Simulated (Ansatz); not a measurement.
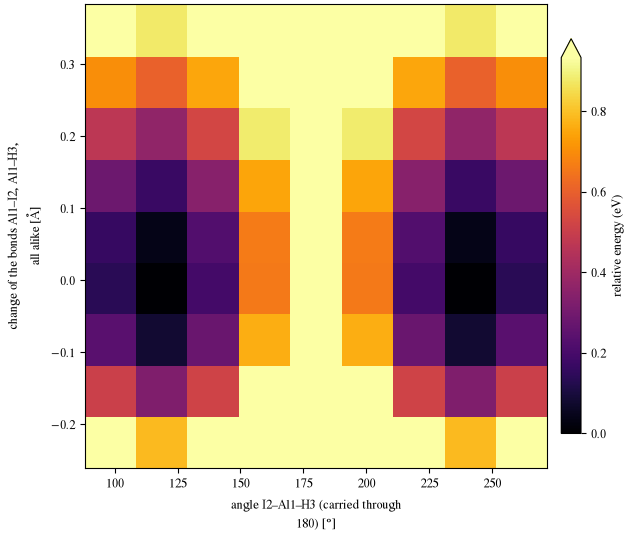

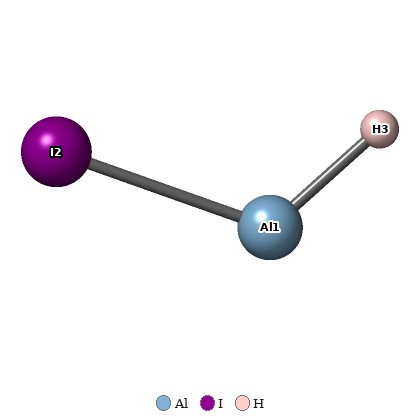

Energy landscape of AlHI, SMILES [AlH][I], spin multiplicity 2. 
- The first coordinate is: angle I2–Al1–H3 (carried through 180); the second: change of the bonds Al1–I2, Al1–H3, all alike.
- Nothing is relaxed (all other coordinates rigid).
- The scan uses a 9 × 9 grid; 45 points were computed and 36 follow by symmetry.
- Points are written as (first, second).
- Energies: eV, counted from the lowest grid point.
- Energies and slopes of some neighbouring points disagree (a jump in structure or state, or too coarse a mesh).
- All numbers below come from UKS wB97X-V/def2-SVP (Ansatz 0.2.0).

The picture shows one coloured cell a grid point, one colour for all values above the top of the scale. The second picture is the structure at the lowest point.

> Where are the lowest and the highest points?

The lowest grid point is at (118.6°, −0.010 Å). The same energy is found at (241.4°, −0.010 Å). The highest grid point, (180.0°, −0.225 Å), lies 2.03 eV above the lowest.

Each point was launched as `ansatz run input.yaml --threads 1 --pin off --max-ram 2560MiB --backend cpu --events-out ev --progress --plain --runs-dir out`. Time for the 45 points that were run: 18 min on 1 thread of Arm Neoverse N1 (shared host).
